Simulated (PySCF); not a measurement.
System: C7H12OSi.

```yaml
atoms:
  - { symbol: C, position_ang: [2.2430, -0.0901, -1.2335] }
  - { symbol: C, position_ang: [0.9574, -0.1682, -1.5557] }
  - { symbol: Si, position_ang: [-0.1077, 0.0886, -0.0336] }
  - { symbol: C, position_ang: [1.4076, 0.5116, 1.0428] }
  - { symbol: C, position_ang: [2.6307, 0.1519, 0.1897] }
  - { symbol: C, position_ang: [-1.3004, -1.2951, 0.5288] }
  - { symbol: C, position_ang: [-2.6641, -0.6539, 0.2594] }
  - { symbol: O, position_ang: [-2.6293, 0.7238, 0.5416] }
  - { symbol: C, position_ang: [-1.5539, 1.3479, -0.1429] }
  - { symbol: H, position_ang: [3.0465, -0.2127, -1.9479] }
  - { symbol: H, position_ang: [0.6377, -0.3602, -2.5667] }
  - { symbol: H, position_ang: [1.4347, -0.0170, 1.9920] }
  - { symbol: H, position_ang: [1.4246, 1.5744, 1.2760] }
  - { symbol: H, position_ang: [3.3885, 0.9377, 0.2349] }
  - { symbol: H, position_ang: [3.1039, -0.7586, 0.5687] }
  - { symbol: H, position_ang: [-1.2080, -2.2356, -0.0069] }
  - { symbol: H, position_ang: [-1.1978, -1.5050, 1.5926] }
  - { symbol: H, position_ang: [-2.9348, -0.8070, -0.7972] }
  - { symbol: H, position_ang: [-3.4547, -1.0692, 0.8873] }
  - { symbol: H, position_ang: [-1.8462, 1.5512, -1.1821] }
  - { symbol: H, position_ang: [-1.3865, 2.3024, 0.3524] }
```

Geometry: GFN2-xTB.

Theory: PBE0/pcSseg-1, SCF density, gas phase, non-relativistic (PySCF 2.14.0).

### What will maps of the electron density and electron localisation function show?

C–C (1.33 Å): ρ at the midpoint is about 2.3 e/Å³; the ELF peaks at about 0.95 between the atoms (a short, multiple covalent bond).
C–Si (1.88 Å): the density is about 0.93 e/Å³ at the midpoint; the ELF peaks at about 0.95 between the atoms; a shared electron pair.
C–H (1.08 Å): ρ at the midpoint is about 2 e/Å³; the ELF climbs to about 1 towards the hydrogen, as it does in any bond to H (a covalent bond by its length).
C–C (1.49 Å): the density is about 1.7 e/Å³ at the midpoint; the ELF peaks at about 0.95 between the atoms: localised, covalent bonding.

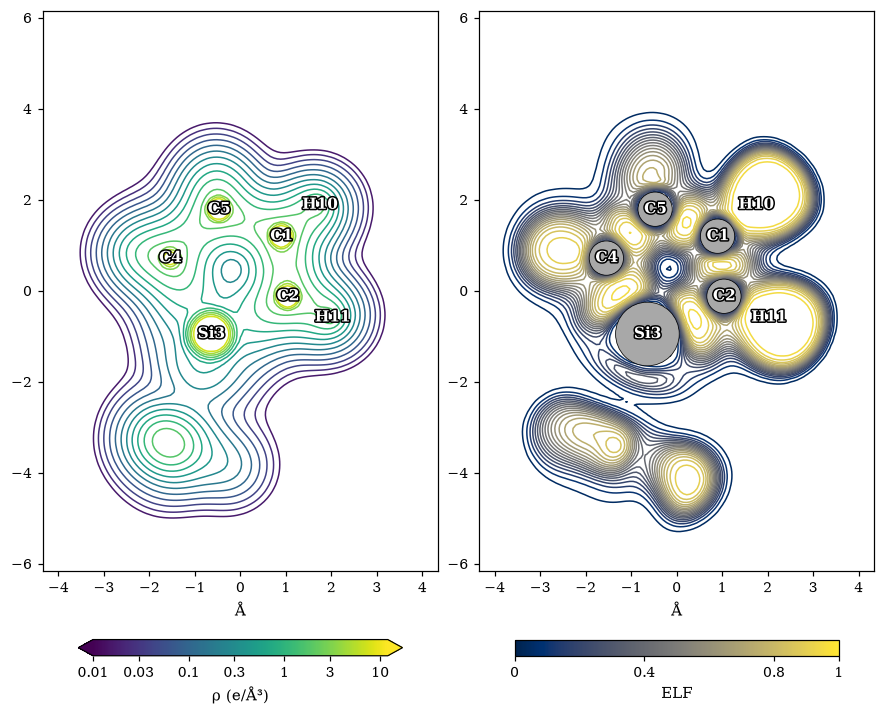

Computed electron density and electron localisation function on the plane of atoms Si3, C2 and H11, in this order. Grey discs cover the atomic cores in the ELF map. 
